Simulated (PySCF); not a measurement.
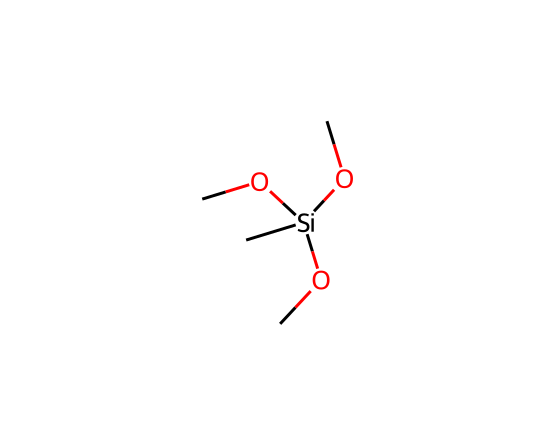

Simulated data, not a measurement (program: PySCF).

2D structure.

Question: Write the SMILES.

Answer: CO[Si](C)(OC)OC

Question: What is the molecular formula?

Answer: C4H12O3Si.
